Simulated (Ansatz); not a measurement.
# C$_{2}$H$_{10}$AlN: phonon calculation

System: C$_{2}$H$_{10}$AlN.
Method: RKS PBE0-D4/def2-mTZVP (Ansatz 0.2.0).

It belongs to a series of runs on one base structure; here: vibrations at the highest image of the band. Figures and captions count atoms from 1; the log counts them from 0 in places.

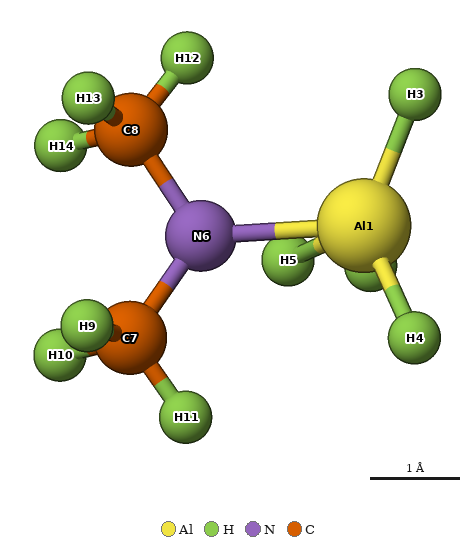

The structure as given in the input (ball-and-stick view, seen at a tilt; atoms are numbered from 1 in the order of the input). Sticks mark near contacts. Bond lengths as drawn: Al–H 1.59 to 1.85 Å, Al–N 1.90 Å, C–H 1.09 to 1.10 Å and C–N 1.45 Å.

## Results in brief

```tsv
quantity	value
outcome	converged
total energy	−10316.0634 eV
mean-field energy	−10315.8388 eV
largest force (length of the vector)	0.020 eV/Å
hardware	2 threads of Intel Xeon (Sapphire Rapids), 16 GiB of memory available, shared host
wall time	2.1 min (CPU time 4 min)
peak memory	0.24 GiB
```

## Input file
```yaml
crystal:
  periodic: [false, false, false]
  atoms:
    - { symbol: Al, position_ang: [-0.333076, -1.707998, 0.22235] }
    - { symbol: H, position_ang: [-2.032118, -1.005131, -0.017442] }
    - { symbol: H, position_ang: [-0.063702, -2.610833, -1.05475] }
    - { symbol: H, position_ang: [-0.290622, -2.203142, 1.72954] }
    - { symbol: H, position_ang: [-1.395007, -0.279054, -0.068455] }
    - { symbol: "N", position_ang: [0.017905, 0.141872, -0.017474] }
    - { symbol: C, position_ang: [0.340795, 0.992533, 1.108] }
    - { symbol: C, position_ang: [0.518188, 0.646473, -1.278426] }
    - { symbol: H, position_ang: [1.422665, 1.035021, 1.296483] }
    - { symbol: H, position_ang: [-0.006139, 2.020057, 0.942463] }
    - { symbol: H, position_ang: [-0.137059, 0.62007, 2.017275] }
    - { symbol: H, position_ang: [0.166666, 0.024049, -2.104905] }
    - { symbol: H, position_ang: [1.616532, 0.653663, -1.313938] }
    - { symbol: H, position_ang: [0.174974, 1.672421, -1.460619] }
basis:
  gaussian: { orbitals: def2-mTZVP }
hamiltonian:
  xc: pbe0
  dispersion: d4
phonons: {}
```

Launched with:
```bash
ansatz run input.yaml --threads 2 --pin off --max-ram 3072MiB --backend cpu --events-out ev --progress --plain --runs-dir out
```

## Output
```
Engine: ansatz 0.2.0, x86_64-unknown-linux-gnu
Functional definition: PBE0
  parameter a = 0.25
  parameter kappa = 0.804
  parameter beta = 0.06672455060314922
  exchange = (1 - a)*pbe_x(kappa = kappa, mu = beta*pi^2/3) + a*exact_x
  correlation = pbe_c(beta = beta)
1117 factors; integrals over basis functions are off by at most 7.3e-4 eV
mean field evaluation 1: about -10307.3262 eV, gradient 6.1e1 eV
mean field evaluation 2: about -10292.8878 eV, gradient 9.8e1 eV
mean field evaluation 4: about -10315.7013 eV, gradient 5.4e0 eV
mean field evaluation 8: about -10315.8388 eV, gradient 9.3e-2 eV
mean field evaluation 16: about -10315.8388 eV, gradient 6.4e-5 eV
mean field -10315.83880723 eV, -379.1000838388 hartree, gradient 6.4e-5 eV, S^2 0.000000; 0 other end points of the search recorded, 0 dependent functions left out
the calculation of the forces begins
reference -10315.83884608 eV, -379.1000852667 hartree; 21, 21 occupied and 88, 88 virtual orbitals, 1117 factors
these checks for a lower state are left out or cut short: stability, starts, cluster_reference, orbital_swaps, neighbouring_geometries, increment
1117 factors; integrals over basis functions are off by at most 7.3e-4 eV
mean field -10315.83872452 eV, -379.1000807995 hartree, gradient 2.2e-6 eV, S^2 0.000000; 0 other end points of the search recorded, 0 dependent functions left out
[... from here on the field's lines of each further geometry are left out, up to the last ...]
the calculation of the forces begins
reference -10315.83882308 eV, -379.1000844216 hartree; 21, 21 occupied and 88, 88 virtual orbitals, 1117 factors
these checks for a lower state are left out or cut short: stability, starts, cluster_reference, orbital_swaps, neighbouring_geometries, increment
1117 factors; integrals over basis functions are off by at most 7.3e-4 eV
mean field -10315.83879268 eV, -379.1000833044 hartree, gradient 2.8e-6 eV, S^2 0.000000; 0 other end points of the search recorded, 0 dependent functions left out
the calculation of the forces begins
reference -10315.83883154 eV, -379.1000847323 hartree; 21, 21 occupied and 88, 88 virtual orbitals, 1117 factors
WARN: phonons: modes at or below zero, which the zero-point energy, F, S and C_V leave out: 1, the lowest at -1195.77 cm⁻¹. A minimum has none, and a first-order saddle one
Total energy: -10316.06343045 eV, -379.1083385900 hartree
Atom 0 at    -0.333076    -1.707998     0.222350 Å, force     0.003755     0.013591    -0.000568 eV/Å
Atom 1 at    -2.032118    -1.005131    -0.017442 Å, force     0.003761     0.001638    -0.000500 eV/Å
Atom 2 at    -0.063702    -2.610833    -1.054750 Å, force    -0.000269     0.000073    -0.000299 eV/Å
Atom 3 at    -0.290622    -2.203142     1.729540 Å, force     0.000379    -0.000111    -0.000023 eV/Å
Atom 4 at    -1.395007    -0.279054    -0.068455 Å, force    -0.000716     0.002952     0.001278 eV/Å
Atom 5 at     0.017905     0.141872    -0.017474 Å, force    -0.004865    -0.019394    -0.001477 eV/Å
Atom 6 at     0.340795     0.992533     1.108000 Å, force    -0.003304     0.000512     0.002938 eV/Å
Atom 7 at     0.518188     0.646473    -1.278426 Å, force    -0.002347    -0.000824    -0.001275 eV/Å
Atom 8 at     1.422665     1.035021     1.296483 Å, force     0.001011     0.000007     0.001617 eV/Å
Atom 9 at    -0.006139     2.020057     0.942463 Å, force     0.000261     0.000080    -0.001109 eV/Å
Atom 10 at    -0.137059     0.620070     2.017275 Å, force     0.000156     0.000533    -0.000107 eV/Å
Atom 11 at     0.166666     0.024049    -2.104905 Å, force     0.000480     0.000719     0.000114 eV/Å
Atom 12 at     1.616532     0.653663    -1.313938 Å, force     0.001573    -0.000167    -0.001532 eV/Å
Atom 13 at     0.174974     1.672421    -1.460619 Å, force     0.000127     0.000390     0.000943 eV/Å
Dipole moment:     0.143291     0.393582    -0.046202 e Å
Vibrations: -1195.77 99.01 174.42 207.11 219.51 265.90 342.79 495.02 568.65 604.18 683.40 737.22 892.67 987.98 1091.14 1113.18 1177.29 1209.14 1290.95 1409.22 1457.64 1482.68 1498.32 1509.80 1521.85 1537.66 1784.23 1887.29 1937.32 1946.71 2992.85 2998.78 3040.71 3046.28 3107.47 3108.64 cm⁻¹, zero-point energy 3.002093 eV
```

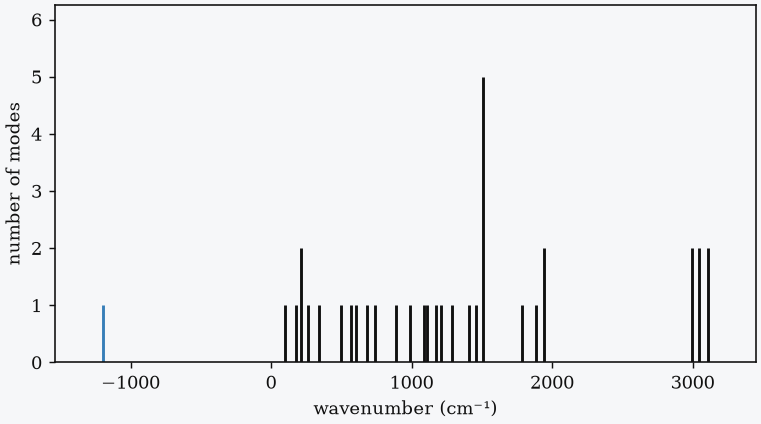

Harmonic vibrational wavenumbers from the force constants; neighbouring modes closer than 20 cm⁻¹ are counted in one stick, and imaginary ones are drawn at negative wavenumbers. 36 modes from 1196i to 3109 cm⁻¹, 1 imaginary beyond 8i (1196i cm⁻¹): a first-order saddle point, if the geometry is stationary.
